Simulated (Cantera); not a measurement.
A closed system holds: 1 mol HMDSO, 7.1 mol N2O, 4.9 mol N2, at 1.00 Torr.

Method: chemical equilibrium by Gibbs-energy minimisation in Cantera with the NASA 1993 tables (ideal gas, pure condensed phases). Candidate condensed phases: C, C6H6, C7H8, C8H18, H2O, Si, SiC, SiO2, Si2N2O, Si3N4; 151 gas species. The feed counts by its element totals alone. Mutual solubility and eutectic melting of coexisting phases are not modelled. The tables hold silica as quartz up to 1696 K and as liquid above; real silica turns to tridymite and cristobalite and melts near 1996 K. Rates play no part.

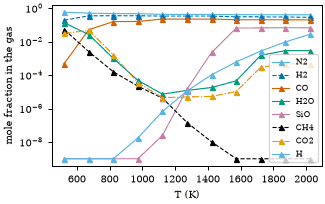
*Equilibrium gas composition (values under 1e-9 drawn at 1e-9)*

**Question.** Read off the mole fractions at 1273 K.

**Answer.** N2 about 0.43, H2 about 0.34, CO about 0.23, SiO about 1.5e-5, H2O about 1.2e-5, H about 1.1e-5, CO2 about 5.0e-6, CH4 about 1.5e-7.
